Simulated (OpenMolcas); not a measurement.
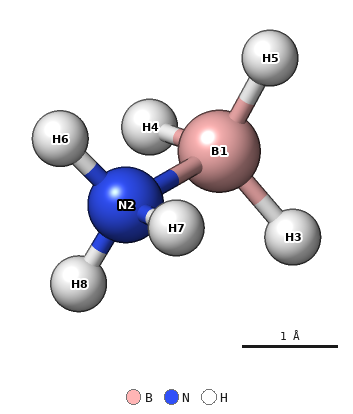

*The input geometry (ball-and-stick view, seen at a tilt; atoms are numbered from 1 in the order of the input).*

**Run report: BNH6, energy and gradient calculation**

The run: energy and gradient calculation of BNH6, SMILES [BH3-][NH3+]. Method and program: TPSS/def2-TZVP, RKS (OpenMolcas 26.06).

The geometry comes from this level: PBE0-D4/def2-TZVP.

Output
```
--- Start Module: gateway ---

                                              &GATEWAY

                       available to each process: 1.9 GB of memory, 1 thread

 Basis Set     1 Label: B.DEF2-TZVP
 Basis set is read from library:.
 basistype.tbl is not found

 Basis Set     2 Label: N.DEF2-TZVP
 Basis set is read from library:.
 basistype.tbl is not found

 Basis Set     3 Label: H.DEF2-TZVP
 Basis set is read from library:.
 basistype.tbl is not found

++    Symmetry information:
      ---------------------

                    Character Table for C1

                             E
                    a        1  x, y, xy, Rz, z, xz, Ry, yz, Rx, I
--

++    Basis set information:
      ----------------------

      Basis set label: B.DEF2-TZVP.........

      Electronic valence basis set:
      ------------------
      Associated Effective Charge   5.000000 au
      Associated Actual Charge      5.000000 au
      Nuclear Model: Point charge

      Shell  nPrim  nBasis  Cartesian Spherical Contaminant
         s      11       5        X
         p       6       3        X
         d       2       2                 X
         f       1       1                 X

      Basis set label: N.DEF2-TZVP.........

      Electronic valence basis set:
      ------------------
      Associated Effective Charge   7.000000 au
      Associated Actual Charge      7.000000 au
      Nuclear Model: Point charge

      Shell  nPrim  nBasis  Cartesian Spherical Contaminant
         s      11       5        X
         p       6       3        X
         d       2       2                 X
         f       1       1                 X

      Basis set label: H.DEF2-TZVP.........

      Electronic valence basis set:
      ------------------
      Associated Effective Charge   1.000000 au
      Associated Actual Charge      1.000000 au
      Nuclear Model: Point charge

      Shell  nPrim  nBasis  Cartesian Spherical Contaminant
         s       5       3        X
         p       1       1        X
--

++    Molecular structure info:
      -------------------------

                    ************************************************
                    **** Cartesian Coordinates / bohr, angstrom ****
                    ************************************************

     Center  Label                x              y              z                     x              y              z
        1      B1              -0.361505       0.473943      -1.465294             -0.191300       0.250800      -0.775400
        2      N2               0.390228      -0.482069       1.382713              0.206500      -0.255100       0.731700
        3      H3              -0.147777      -1.376477      -2.798684             -0.078200      -0.728400      -1.481000
        4      H4              -2.518249       1.227755      -1.298620             -1.332600       0.649700      -0.687200
        5      H5               1.142150       2.128965      -1.962292              0.604400       1.126600      -1.038400
        6      H6               0.266073       0.958091       2.643160              0.140800       0.507000       1.398700
        7      H7               2.185657      -1.155190       1.427310              1.156600      -0.611300       0.755300
        8      H8              -0.782347      -1.883112       1.966260             -0.414000      -0.996500       1.040500

                    ***************************************
                    *    InterNuclear Distances / bohr    *
                    ***************************************

               1 B1            2 N2            3 H3            4 H4            5 H5            6 H6
    1 B1       0.000000
    2 N2       3.096805        0.000000
    3 H3       2.290778        4.309698        0.000000
    4 H4       2.290755        4.309557        3.827709        0.000000
    5 H5       2.290651        4.309518        3.827739        3.827684        0.000000
    6 H6       4.184214        1.917864        5.935920        4.833508        4.832043        0.000000
    7 H7       4.184407        1.917979        4.832485        5.935980        4.833630        3.103071
    8 H8       4.184301        1.917911        4.833638        4.832214        5.935821        3.103194

               7 H7            8 H8
    7 H7       0.000000
    8 H8       3.103125        0.000000

                    *******************************************
                    *    InterNuclear Distances / angstrom    *
                    *******************************************

               1 B1            2 N2            3 H3            4 H4            5 H5            6 H6
    1 B1       0.000000
    2 N2       1.638759        0.000000
    3 H3       1.212228        2.280594        0.000000
    4 H4       1.212215        2.280519        2.025536        0.000000
    5 H5       1.212161        2.280498        2.025552        2.025523        0.000000
    6 H6       2.214191        1.014890        3.141154        2.557782        2.557007        0.000000
    7 H7       2.214293        1.014951        2.557241        3.141185        2.557847        1.642074
    8 H8       2.214237        1.014915        2.557851        2.557098        3.141101        1.642140

               7 H7            8 H8
    7 H7       0.000000
    8 H8       1.642103        0.000000

                    **************************************
                    *    Valence Bond Angles / degree    *
                    **************************************
                          Atom centers                 Phi
                      3 H3       1 B1       4 H4       113.33
                      3 H3       1 B1       5 H5       113.33
                      4 H4       1 B1       5 H5       113.33
                      6 H6       2 N2       7 H7       107.99
                      6 H6       2 N2       8 H8       108.00
                      7 H7       2 N2       8 H8       107.99
--

            Nuclear Potential Energy             40.75456277 au

--- Stop Module: gateway /rc=_RC_ALL_IS_WELL_ ---

--- Start Module: seward ---

                                              &SEWARD

                       available to each process: 1.9 GB of memory, 1 thread

               SEWARD will generate:
                  Multipole Moment integrals up to order  2
                  Kinetic Energy integrals
                  Nuclear Attraction integrals (point charge)
                  One-Electron Hamiltonian integrals
                  Velocity integrals
                  Orbital angular momentum around (  0.0525  -0.0526   0.1033 )
                  Velocity quadrupole around (  0.0525  -0.0526   0.1033 )
                  Two-Electron Repulsion integrals

                   Integrals are discarded if absolute value <: 1.00E-14
                   Integral cutoff threshold is set to       <: 1.00E-16

            Nuclear Potential Energy             40.75456277 au

      Basis set specifications :
      Symmetry species         a
      Basis functions           98

--- Stop Module: seward /rc=_RC_ALL_IS_WELL_ ---
--- Module seward spent 3 seconds ---

--- Start Module: scf ---

                                                &SCF

                       available to each process: 1.9 GB of memory, 1 thread

 ###############################################################################
 ###     Minimized-density-differences option turned off!                    ###
 ###############################################################################
++    Input section:
      --------------

      Header of the integral files:

      Cartesian coordinates in angstrom:
      -----------------------------------------------------
      No.  Label        X            Y            Z
      -----------------------------------------------------
       1   B1        -0.19130000   0.25080000  -0.77540000
       2   N2         0.20650000  -0.25510000   0.73170000
       3   H3        -0.07820000  -0.72840000  -1.48100000
       4   H4        -1.33260000   0.64970000  -0.68720000
       5   H5         0.60440000   1.12660000  -1.03840000
       6   H6         0.14080000   0.50700000   1.39870000
       7   H7         1.15660000  -0.61130000   0.75530000
       8   H8        -0.41400000  -0.99650000   1.04050000
      -----------------------------------------------------
      Nuclear repulsion energy =   40.75456277
--

++    Orbital specifications:
      -----------------------

      Symmetry species               1
                                     a
      Frozen orbitals                0
      Occupied orbitals              9
      Secondary orbitals            89
      Deleted orbitals               0
      Total number of orbitals      98
      Number of basis functions     98
--

      Molecular charge                           0.000

      Numerical integration parameters
      --------------------------------
      Radial quadrature type:                         MHL
      Size of radial grid:                            99
      Lebedev angular grid:                           41
      Angular grid pruned with the crowding factor:  1.00E+10
                                 and fading factor:  1.00E+01
      Screening threshold for integral computation:   1.00E-11
      Radial quadrature accuracy:                     1.00E-25
      Maximum batch size:                             128
      AO values are stored on disk
      The same grid will be used for all iterations.

      DFT functional specifications
      -----------------------------
      Using Libxc version: 6.2.2
      Please cite the following reference:
      S. Lehtola, C. Steigemann, M. J.T. Oliveira, and M. A.L. Marques.,  SoftwareX 7, 1–5 (2018) doi:10.1016/j.softx.2017.11.002

      * Tao, Perdew, Staroverov & Scuseria
        - J. Tao, J. P. Perdew, V. N. Staroverov, and G. E. Scuseria.,  Phys. Rev. Lett. 91, 146401 (2003) doi:10.1103/PhysRevLett.91.146401
      * Tao, Perdew, Staroverov & Scuseria
        - J. Tao, J. P. Perdew, V. N. Staroverov, and G. E. Scuseria.,  Phys. Rev. Lett. 91, 146401 (2003) doi:10.1103/PhysRevLett.91.146401

++    Optimization specifications:
      ----------------------------

      SCF Algorithm: Conventional
      D(i)-D(i-1) density differences are used
      Number of density matrices in core                 5
      Maximum number of NDDO SCF iterations            400
      Maximum number of HF SCF iterations              400
      Threshold for SCF energy change             1.00E-10
      Threshold for density matrix                1.00E-07
      Threshold for Fock matrix                   1.00E-07
      Threshold for linear dependence             1.00E-09
      Threshold at which DIIS is turned on        1.50E-01
      Maximum depth in the DIIS procedure                5
      Maximum depth in the BFGS Hessian update          30
      Threshold at which QNR/C2DIIS is turned on  7.50E-02
      Threshold for Norm(delta) (QNR/C2DIIS)      1.00E-05
      All orbitals punched on: SCFORB
--

      Input vectors read from INPORB
      Orbital file label: *Guess orbitals

++ Convergence information
                                   [...]      iterations: Energy and convergence statistics

Iter     Tot. [...]      One-elec.       Two-elec.     Energy      Max Dij or  Max Fij      DNorm      TNorm      AccCon     Time
         Energy          Energy          Energy        Change      Delta Norm                                                in Sec.
   1   -83.022605662  -201.696311394    77.919142959   0.00E+00    4.37E-01*   1.85E-01*    3.23E+00   9.65E+01   None         4.
   2   -83.171130907  -207.259866043    83.334172363  -1.49E-01*   2.49E-01*   7.22E-02*    1.29E+00   9.97E+01   EDIIS        3.
   3   -83.130041970  -200.821942396    76.937337652   4.11E-02*   6.25E-02*   3.05E-02*    1.29E+00   9.60E+01   EDIIS        3.
   4   -83.264235341  -204.288813442    80.270015327  -1.34E-01*   4.91E-02*   1.03E-02*    2.63E-01   9.80E+01   c2DIIS       3.
   5   -83.264113888  -204.504591206    80.485914544   1.21E-04*   5.88E-02*   1.03E-02*    1.54E-01   9.81E+01   QNRc2DIIS    3.
   6   -83.263106490  -204.404830650    80.387161387   1.01E-03*   3.20E-02*   1.33E-02*    1.67E-01   9.81E+01   QNRc2DIIS    3.
   7   -83.265957758  -204.372418051    80.351897520  -2.85E-03*   3.44E-03*   1.45E-03*    8.83E-02   9.80E+01   QNRc2DIIS    3.
   8   -83.265989522  -204.430794982    80.410242687  -3.18E-05*   5.41E-04*   2.35E-04*    1.12E-02   9.81E+01   QNRc2DIIS    3.
   9   -83.265990352  -204.425022841    80.404469715  -8.30E-07*   1.38E-04*   2.52E-05*    2.27E-03   9.81E+01   QNRc2DIIS    3.
  10   -83.265990358  -204.424918322    80.404365191  -6.19E-09*   5.73E-05*   1.80E-05*    7.70E-04   9.81E+01   QNRc2DIIS    3.
  11   -83.265990364  -204.425013051    80.404459914  -5.44E-09*   3.58E-06    8.22E-07*    2.76E-04   9.81E+01   QNRc2DIIS    3.
  12   -83.265990364  -204.425007896    80.404454759  -2.29E-11    3.61E-07    1.09E-07*    1.17E-05   9.81E+01   QNRc2DIIS    3.
  13   -83.265990364  -204.425007835    80.404454698   8.24E-13*   3.09E-08    8.97E-09     1.61E-06   9.81E+01   QNRc2DIIS    3.
  14   -83.265990364  -204.425007897    80.404454760  -7.67E-13    3.75E-09    8.65E-10     2.45E-07   9.81E+01   QNRc2DIIS    3.

       Convergence after  14 Iterations
--

 *****************************************************************************************************************************
 *                                             SCF/KS-DFT Program, Final results                                             *
 *                                                       Final Results                                                       *
 *****************************************************************************************************************************

::    Total KS-DFT energy                             -83.2659903640
      One-electron energy                            -204.4250078975
      Two-electron energy                              80.4044547602
      Nuclear repulsion energy                         40.7545627733
      Kinetic energy (interpolated)                    82.8471229359
      Virial theorem                                    1.0050559080
      Total spin, S(S+1)                                0.0000000000
      Total spin, S                                     0.0000000000
      Max non-diagonal density matrix element           0.0000000021
      Max non-diagonal Fock matrix element              0.0000000001

      No orbitals printed

++    Molecular charges:
      ------------------

      Mulliken charges per centre
      ---------------------------

                B1      N2      H3      H4      H5      H6      H7      H8
      Total    5.2993  7.4140  1.0437  1.0437  1.0437  0.7186  0.7186  0.7186

      N-E     -0.2993 -0.4140 -0.0437 -0.0437 -0.0437  0.2814  0.2814  0.2814

      Total electronic charge=   18.000000

      Total            charge=   -0.000000
--

++    Molecular properties:
      ---------------------

      Charge (e):
                      =   -0.0000
      Dipole Moment (debye):
      Origin of the operator (angstrom)=    0.0278   -0.0278    0.0546
                   X=  1.3126E+00               Y= -1.6689E+00               Z=  4.9720E+00           Total=  5.4064E+00
      Quadrupole Moment (debye*angstrom):
      Origin of the operator (angstrom)=    0.0278   -0.0278    0.0546
                  XX= -1.6205E+01              XY=  1.8356E-02              XZ= -5.4082E-02              YY= -1.6214E+01
                  YZ=  6.8800E-02              ZZ= -1.6397E+01
      In traceless form (debye*angstrom)
                  XX=  9.9930E-02              XY=  2.7534E-02              XZ= -8.1124E-02              YY=  8.7081E-02
                  YZ=  1.0320E-01              ZZ= -1.8701E-01
--

--- Stop Module: scf /rc=_RC_ALL_IS_WELL_ ---
--- Module scf spent 49 seconds ---

--- Start Module: alaska ---

                                              &ALASKA

                       available to each process: 1.9 GB of memory, 1 thread

                     Threshold for contributions to the gradient: 1.000E-07

                    ********************************************
                    * Symmetry Adapted Cartesian Displacements *
                    ********************************************

           Irreducible representation : a
           Basis function(s) of irrep: x, y, xy, Rz, z, xz, Ry, yz, Rx, I

 Basis Label        Type   Center Phase
   1   B1           x         1     1
   2   B1           y         1     1
   3   B1           z         1     1
   4   N2           x         2     1
   5   N2           y         2     1
   6   N2           z         2     1
   7   H3           x         3     1
   8   H3           y         3     1
   9   H3           z         3     1
  10   H4           x         4     1
  11   H4           y         4     1
  12   H4           z         4     1
  13   H5           x         5     1
  14   H5           y         5     1
  15   H5           z         5     1
  16   H6           x         6     1
  17   H6           y         6     1
  18   H6           z         6     1
  19   H7           x         7     1
  20   H7           y         7     1
  21   H7           z         7     1
  22   H8           x         8     1
  23   H8           y         8     1
  24   H8           z         8     1

                     No automatic utilization of translational and rotational invariance of the energy is employed.

 Rotational correction to the DFT gradient is turned off due to close-to-degeneracy problems!

 DFT contribution computed for a moving grid.

 Conventional ERI gradients!

 **************************************************
 *              Molecular gradients               *
 **************************************************

  Irreducible representation: a
 ------------------------------------------------------------------------------------------
                              X                       Y                       Z
 ------------------------------------------------------------------------------------------
  B1                1.75718641304767E-03   -2.19589366790784E-03    6.59345113749898E-03
  N2                2.41902565905894E-04   -3.32965711880684E-04    1.08790055191710E-03
  H3               -1.01536646200370E-04    1.64365914148368E-04   -3.29911295795293E-04
  H4               -4.01958125983981E-05    9.73842495115562E-05   -3.63569337185676E-04
  H5               -1.47575123506494E-04    6.47355167471275E-05   -3.36823466245972E-04
  H6                1.56912247037400E-04   -3.39599030204640E-03   -3.80657847026322E-03
  H7               -4.63134567930945E-03    1.88549535234794E-03   -7.43084290443896E-04
  H8                2.76465203562948E-03    3.71286864905729E-03   -2.10138482947930E-03
 ------------------------------------------------------------------------------------------

--- Stop Module: alaska /rc=_RC_ALL_IS_WELL_ ---
--- Module alaska spent 9 seconds ---

.##################.
.# Happy landing! #.
.##################.

    Timing: Wall=62.17 User=57.29 System=4.86
```

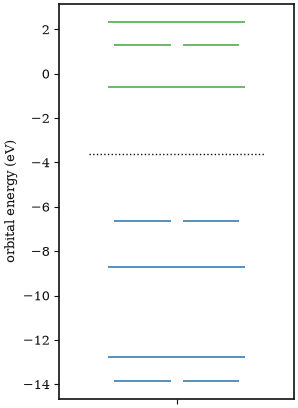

*Orbital energies near the frontier; the dotted line parts filled from empty levels, and levels within 0.02 eV of each other stand side by side.*

Highest filled −6.63 eV, lowest empty −0.59 eV, 6.04 eV apart.

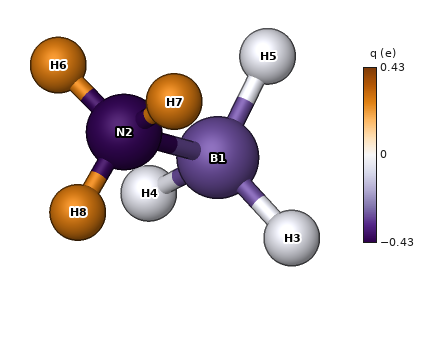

*Mulliken charges, as the colour of each atom (ball-and-stick view, seen at a tilt; atoms are numbered from 1 in the order of the input).*

By element: B −0.30, N −0.41 and H −0.04 to +0.28 e.

This output came from the following input.

Input file
```
&GATEWAY
 BasLib
 $CurrDir
 Coord
 geom.xyz
 Basis
 def2-TZVP
 Group
 NoSym

&SEWARD
 GridInput
 Grid=UltraFine
 End of Grid

&SCF
 KSDFT
 2
 1.0 MGGA_X_TPSS
 1.0 MGGA_C_TPSS
 Thresholds
 1e-10 1e-07 1e-07 1e-05
 PrOrbitals
 0

&ALASKA
```

File geom.xyz
```
8

B     -0.191300     0.250800    -0.775400
N      0.206500    -0.255100     0.731700
H     -0.078200    -0.728400    -1.481000
H     -1.332600     0.649700    -0.687200
H      0.604400     1.126600    -1.038400
H      0.140800     0.507000     1.398700
H      1.156600    -0.611300     0.755300
H     -0.414000    -0.996500     1.040500
```

Launched with:
```bash
export MOLCAS_MEM=1860
pymolcas mol.input > mol.log
```

Summary

```json
{"quantity": "outcome", "value": "converged"}
{"quantity": "total energy", "value": "−83.265990 hartree"}
{"quantity": "basis functions", "value": "98"}
{"quantity": "largest force", "value": "0.369 eV/Å"}
{"quantity": "HOMO", "value": "−6.63 eV"}
{"quantity": "LUMO", "value": "−0.59 eV"}
{"quantity": "dipole moment", "value": "5.41 debye"}
{"quantity": "hardware", "value": "1 thread of Arm Neoverse V1, 24 GiB of memory available, shared host"}
{"quantity": "wall time", "value": "62 s"}
{"quantity": "peak memory", "value": "0.55 GiB"}
```
